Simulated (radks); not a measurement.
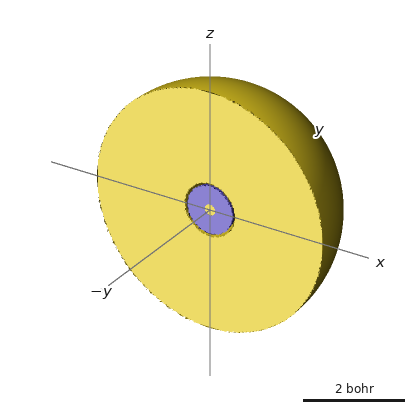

One occupied orbital of up spin is shown. The surface of constant |ψ| that holds about 95 % of the electron is drawn, yellow where ψ is positive and blue where it is negative, with the half in front of the xz plane cut away and the cut face painted. The radial function comes from the spherical calculation and is multiplied by a real spherical harmonic; the overall sign is chosen so that the largest lobe of P(r) is positive; at the scalar-relativistic level it is the large component. It is 3s of up spin. It has no angular node and 2 radial nodes, at r = 0.121 and 0.555 bohr. The outermost maximum of P² lies at 1.28 bohr, ⟨r⟩ = 1.53 bohr, 90 % of the charge lies within 2.33 bohr, and the eigenvalue is −21.1 eV, with 1 electron in the shell for this spin.

# Atomic calculation for Cl

- system: the neutral chlorine atom in the configuration [Ne] 3s2 3p5 (high spin).
- method: scalar-relativistic Kohn-Sham, PBE, spin-polarised, spherical densities, finite nucleus (the in-house radial solver radks)

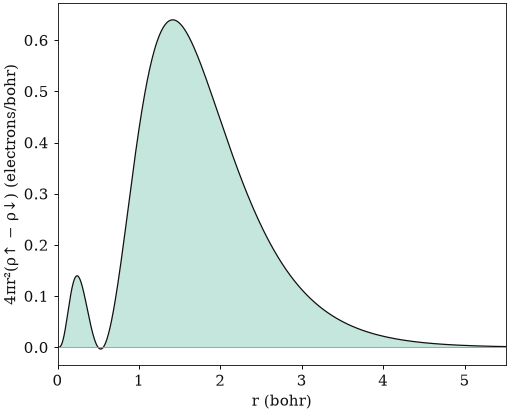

The radial spin density. The curve integrates to 1 unpaired electron, held by 3p (+1). Its largest value, 0.640 electrons/bohr, lies near r = 1.4 bohr. Regions of the opposite sign are negligible.

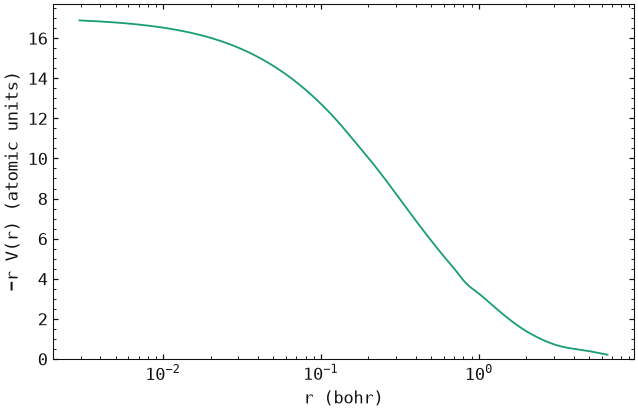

The screened charge −r V(r) of the Kohn-Sham potential of spin up. Close to the nucleus it reaches 16.9, near the nuclear charge 17; inside the finite nucleus, left of the plot, it would fall to zero. It falls through 8.5, midway between the nuclear and the ionic charge, at r = 0.28 bohr, and stands at 0.21 at the end of the plot (r = 6.5 bohr); the net charge is 0. The exact potential would level off one unit above the net charge.

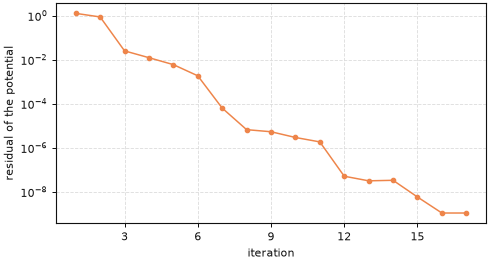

Convergence: residual of the potential against the iteration. The residual falls almost steadily, with no more than small rises or pauses. It goes from 1.3 to 1.1×10⁻⁹ in 17 steps.

Input and output of the run follow.

## Input file
```
Z 17
configuration [Ne] 3s2 3p5
relativity scalar-relativistic
functional pbe,pbe
spin polarised
nucleus finite rms 3.3654 fm
c 137.035999084
```

Energies in input and log are in hartree, lengths in bohr (the nuclear radius in fm).

The run was one of a batch that the task file lists, launched with:
```bash
python <driver script> task.json out
```

## The program's output
```
1s      1   1.0000        -101.10971392
2s      1   1.0000          -9.28759130
2p      1   3.0000          -7.04452325
3s      1   1.0000          -0.77669326
3p      1   3.0000          -0.33061149
1s      2   1.0000        -101.10393344
2s      2   1.0000          -9.28233039
2p      2   3.0000          -7.03701018
3s      2   1.0000          -0.74108729
3p      2   2.0000          -0.29838081
Etot -461.44085074248795
Ekin 463.5166164396622
Encl -1100.4023949579105
Eh 203.52657776786464
Exc -28.081649992104246
err 1.103626689682395e-09
it 17
```

## Orbitals

| orbital | occupation | energy (eV) | ⟨r⟩ (bohr) | outer maximum (bohr) |
| --- | --- | --- | --- | --- |
| 1s up | 1 | −2751.3 | 0.09097 | 0.0595 |
| 1s down | 1 | −2751.2 | 0.09097 | 0.0595 |
| 2s up | 1 | −252.728 | 0.4442 | 0.362 |
| 2s down | 1 | −252.585 | 0.4442 | 0.362 |
| 2p up | 3 | −191.691 | 0.4069 | 0.302 |
| 2p down | 3 | −191.487 | 0.4069 | 0.302 |
| 3s up | 1 | −21.135 | 1.533 | 1.28 |
| 3s down | 1 | −20.166 | 1.539 | 1.28 |
| 3p up | 3 | −8.996 | 1.831 | 1.43 |
| 3p down | 2 | −8.119 | 1.859 | 1.43 |

## Slater integrals of the outer shells (hartree)

| integral | value |
| --- | --- |
| F0(3p,3p) | 0.4970 |
| F2(3p,3p) | 0.2456 |
| F0(3p,3s) | 0.5379 |
| G1(3p,3s) | 0.3501 |
| F0(3p,2p) | 0.6874 |
| F2(3p,2p) | 0.1092 |
| G0(3p,2p) | 0.0425 |
| G2(3p,2p) | 0.0424 |
| F0(3s,3s) | 0.5893 |
| F0(3s,2p) | 0.7882 |
| G1(3s,2p) | 0.0565 |
| F0(2p,2p) | 2.2542 |
| F2(2p,2p) | 1.0458 |

## Summary

```tsv
quantity	value
outcome	converged
total energy	−461.440851 hartree
kinetic energy	463.516616 hartree
electron–nucleus energy	−1100.4024 hartree
Hartree energy	203.526578 hartree
exchange–correlation energy	−28.081650 hartree
radius at density 0.001 e/bohr³	3.91 bohr
SCF iterations	17
hardware	1 thread of Arm Neoverse V2, 108 GiB of memory available, shared host
```
